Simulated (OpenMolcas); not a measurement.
**AlSiH4Cl (SMILES [SiH3][AlH][Cl]): levels of theory compared**

Wanted: a comparison of 6 runs (HF/STO-3G, BHLYP/aug-cc-pVDZ, M06-2X/aug-cc-pVDZ, PBE/aug-cc-pVDZ, TPSS/aug-cc-pVDZ, revPBE/aug-cc-pVDZ) of AlSiH4Cl. 

Program for the calculation: OpenMolcas 26.06.

1 further run of the same task is left out (set aside as unsound or not needed).

### Step 1. The structure to begin with

The species is AlSiH4Cl (7 atoms), meant as a singlet with charge 0. As SMILES, `[SiH3][AlH][Cl]`. The shape is that of a PBE0-D4/def2-TZVP optimisation.

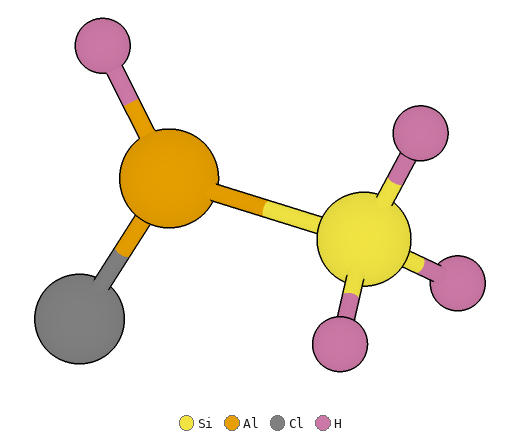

The structure, seen from a chosen angle (silicon yellow, aluminium amber, chlorine grey, hydrogen pink).

### Step 2. Energy and forces at HF/STO-3G (run 1)

Input file coord.xyz:

```xyz
7

Si    -0.861200     0.582500    -0.311200
Al     1.094800    -0.612400     0.543100
Cl     1.783400    -2.223100    -0.622900
H     -2.012700    -0.351800    -0.455300
H     -0.567600     1.154700    -1.655100
H     -1.276600     1.696100     0.586300
H      1.901100    -0.314000     1.869500
```

Input file run.input:

```
* AlClH4Si Hartree-Fock

&GATEWAY
 BasLib=$CurrDir
 Coord=coord.xyz
 Basis=STO-3G
 Group=NoSym

&SEWARD

&SCF
 Thresholds=1e-10 1e-07 1e-07 1e-05
 PrOrbitals=1

&ALASKA
```

The basis set STO-3G is read from a file made from the Basis Set Exchange's data (not shown).

Run with:

```bash
$ export MOLCAS_MEM=1860
$ pymolcas run.input > run.log
```

The log of the run:

```text
--- Start Module: gateway ---
[...]
--- Stop Module: gateway /rc=_RC_ALL_IS_WELL_ ---
[...]
      Basis functions           31
[...]
--- Start Module: scf ---
[...]
       Convergence after   9 Iterations
[...]
::    Total SCF energy                               -981.6121223867
[...]
      Total spin, S                                     0.0000000000
[...]
      Total electronic charge=   48.000000
      Total            charge=   -0.000000
[...]
      Dipole Moment (debye):
      Origin of the operator (angstrom)=    0.7007   -0.8064   -0.1648
                   X= -7.7570E-01               Y=  2.2717E+00               Z=  1.8795E+00           Total=  3.0487E+00
      Quadrupole Moment (debye*angstrom):
[...]
--- Stop Module: scf /rc=_RC_ALL_IS_WELL_ ---
--- Start Module: alaska ---
[...]
 *              Molecular gradients               *
 **************************************************
  Irreducible representation: a
 ------------------------------------------------------------------------------------------
                              X                       Y                       Z
 ------------------------------------------------------------------------------------------
  SI1              -1.31918078728059E-02    9.99642212670171E-03   -3.27590899627550E-03
  AL2               1.40370100088290E-02   -2.74696073804606E-02   -1.71516142839483E-02
  CL3               1.49099296025845E-03   -6.04278595766594E-03   -5.67436105389163E-03
  H4               -2.44942379979891E-02   -2.27268562707117E-02   -3.08716135300779E-03
  H5                8.37494306612341E-03    1.15463264486340E-02   -3.03693521894246E-02
  H6               -8.56958753931747E-03    2.47197395441678E-02    2.06900182206327E-02
  H7                2.23526873749194E-02    9.97676148930093E-03    3.88683796558995E-02
 ------------------------------------------------------------------------------------------
--- Stop Module: alaska /rc=_RC_ALL_IS_WELL_ ---
[...]
```

Run time: 3.3 s. Hardware: 1 thread of Intel Xeon Platinum 8259CL at 2.50GHz (Skylake/Cascade Lake), shared host; peak memory 0.37 GiB.

### Step 3. Energy and forces at BHLYP/aug-cc-pVDZ (run 2)

Input file job.input:

```
&GATEWAY
BasLib=$CurrDir
Coord
7
angstrom
Si      -0.861200       0.582500      -0.311200
Al       1.094800      -0.612400       0.543100
Cl       1.783400      -2.223100      -0.622900
H       -2.012700      -0.351800      -0.455300
H       -0.567600       1.154700      -1.655100
H       -1.276600       1.696100       0.586300
H        1.901100      -0.314000       1.869500
Basis=aug-cc-pVDZ
Group=NoSym
&SEWARD
GridInput
Grid=UltraFine
End of Grid
&SCF
KSDFT=HYB_GGA_XC_BHANDHLYP
Thresholds=1e-10 1e-07 1e-07 1e-05
PrOrbitals=1 2
&ALASKA
```

The basis set aug-cc-pVDZ is read from a file made from the Basis Set Exchange's data (not shown).

Run with:

```bash
$ export MOLCAS_MEM=1860
$ pymolcas job.input > job.log
```

The log of the run:

```text
--- Start Module: gateway ---
[...]
--- Stop Module: gateway /rc=_RC_ALL_IS_WELL_ ---
[...]
      Basis functions          117
[...]
--- Start Module: scf ---
[...]
       Convergence after  12 Iterations
[...]
::    Total KS-DFT energy                            -994.5839413310
[...]
      Total spin, S                                     0.0000000000
[...]
      Total electronic charge=   48.000000
      Total            charge=   -0.000000
[...]
      Dipole Moment (debye):
      Origin of the operator (angstrom)=    0.7007   -0.8064   -0.1648
                   X= -5.2699E-01               Y=  1.1429E+00               Z=  7.8336E-01           Total=  1.4824E+00
      Quadrupole Moment (debye*angstrom):
[...]
--- Stop Module: scf /rc=_RC_ALL_IS_WELL_ ---
[...]
--- Start Module: alaska ---
[...]
 *              Molecular gradients               *
 **************************************************
  Irreducible representation: a
 ------------------------------------------------------------------------------------------
                              X                       Y                       Z
 ------------------------------------------------------------------------------------------
  SI1               1.52147936722891E-03   -8.30744090995594E-04    7.64992061056624E-04
  AL2               1.87510207451247E-03   -8.14665888938393E-03   -7.82225178368456E-03
  CL3              -3.62772253893873E-03    8.00098787798120E-03    5.55060022265330E-03
  H4               -4.81439455077393E-04   -2.66731442874590E-04   -1.11548162880726E-04
  H5               -3.27679854350560E-06    2.27639402761159E-04   -4.97700039048254E-04
  H6               -3.49300925579943E-04    4.28675886613661E-04    1.22761095696422E-04
  H7                1.06515827642450E-03    5.86831255730225E-04    1.99314660629746E-03
 ------------------------------------------------------------------------------------------
--- Stop Module: alaska /rc=_RC_ALL_IS_WELL_ ---
[...]
```

Run time: 68 s. Hardware: 1 thread of Intel Xeon Platinum 8259CL at 2.50GHz (Skylake/Cascade Lake), shared host; peak memory 0.72 GiB.

Runs 3 to 5 aren't shown in full; the table further down has their settings and results.

### Step 4. Energy and gradient at revPBE/aug-cc-pVDZ (run 6)

Input file calc.inp:

```
>>> EXPORT MOLCAS_PRINT=2
&GATEWAY
BasLib=$CurrDir
Coord
7
angstrom
Si      -0.861200       0.582500      -0.311200
Al       1.094800      -0.612400       0.543100
Cl       1.783400      -2.223100      -0.622900
H       -2.012700      -0.351800      -0.455300
H       -0.567600       1.154700      -1.655100
H       -1.276600       1.696100       0.586300
H        1.901100      -0.314000       1.869500
Basis=aug-cc-pVDZ
Group=NoSym
&SEWARD
GridInput
Grid=UltraFine
End of Grid
&SCF
KSDFT=revPBE
Thresholds=1e-10 1e-07 1e-07 1e-05
PrOrbitals=0
&ALASKA
```

The basis set aug-cc-pVDZ is read from a file made from the Basis Set Exchange's data (not shown).

Run with:

```bash
$ export MOLCAS_MEM=1860
$ pymolcas calc.inp > calc.log
```

The log of the run:

```text
--- Start Module: gateway ---
[...]
--- Stop Module: gateway /rc=_RC_ALL_IS_WELL_ ---
[...]
      Basis functions          117
[...]
--- Start Module: scf ---
[...]
       Convergence after  14 Iterations
[...]
::    Total KS-DFT energy                            -994.3802110886
[...]
      Total spin, S                                     0.0000000000
[...]
      Total electronic charge=   48.000000
      Total            charge=   -0.000000
[...]
      Dipole Moment (debye):
      Origin of the operator (angstrom)=    0.7007   -0.8064   -0.1648
                   X= -4.9588E-01               Y=  9.9380E-01               Z=  6.3610E-01           Total=  1.2799E+00
      Quadrupole Moment (debye*angstrom):
[...]
--- Stop Module: scf /rc=_RC_ALL_IS_WELL_ ---
[...]
--- Start Module: alaska ---
[...]
 *              Molecular gradients               *
 **************************************************
  Irreducible representation: a
 ------------------------------------------------------------------------------------------
                              X                       Y                       Z
 ------------------------------------------------------------------------------------------
  SI1              -3.03813898498717E-03    1.61441750842695E-03   -1.67158546835444E-03
  AL2               5.54397705274190E-03   -1.10063241559768E-02   -6.97827247385163E-03
  CL3              -6.24067762674585E-03    1.41528544106144E-02    1.00222768262093E-02
  H4                5.88639302071226E-03    4.68830794776043E-03    8.60652865597333E-04
  H5               -1.36580469604886E-03   -2.87475210382127E-03    6.88957730794648E-03
  H6                2.10116655371939E-03   -5.67523415779636E-03   -4.58546733780363E-03
  H7               -2.88691531944218E-03   -8.99269449057272E-04   -4.53718171979567E-03
 ------------------------------------------------------------------------------------------
--- Stop Module: alaska /rc=_RC_ALL_IS_WELL_ ---
[...]
```

It took 72 s on 1 thread of Intel Xeon Platinum 8259CL at 2.50GHz (Skylake/Cascade Lake), shared host; peak memory 0.72 GiB.

### Step 5. Overview of the runs

| run | level | integration grid | energy (Eh) | dipole moment (D) | HOMO energy (eV) | LUMO energy (eV) | wall time |
| --- | --- | --- | --- | --- | --- | --- | --- |
| 1 | HF/STO-3G | – | -981.612122 | 3.05 | -7.96 | 7.36 | 3.3 s |
| 2 | BHLYP/aug-cc-pVDZ | UltraFine | -994.583941 | 1.48 | -8.83 | -1.27 | 68 s |
| 3 | M06-2X/aug-cc-pVDZ | UltraFine | -994.507354 | 1.44 | -8.81 | -1.42 | 88 s |
| 4 | PBE/aug-cc-pVDZ | UltraFine | -994.090609 | 1.29 | -6.71 | -2.81 | 77 s |
| 5 | TPSS/aug-cc-pVDZ | UltraFine | -994.654148 | 1.28 | -6.86 | -2.66 | 95 s |
| 6 | revPBE/aug-cc-pVDZ | UltraFine | -994.380211 | 1.28 | -6.68 | -2.73 | 72 s |

### Step 6. What came out

```
                       quantity          value
            run 6: total energy  -994.38021 Eh
           run 6: dipole moment         1.28 D
             run 6: HOMO energy       -6.68 eV
             run 6: LUMO energy       -2.73 eV
           run 6: HOMO–LUMO gap        3.96 eV
run 6: largest force on an atom     0.948 eV/Å
```

In words: The dipole moment (its size) runs from 1.28 D (TPSS/aug-cc-pVDZ) to 3.05 D (HF/STO-3G). The two ends differ in method and basis. The HOMO–LUMO gap runs from 3.90 eV (PBE/aug-cc-pVDZ) to 15.33 eV (HF/STO-3G). Totals of different functionals can't be ranked against each other. In run 1 the basis is minimal, so the values are rough. All runs together took 6.7 min, the longest 95 s.
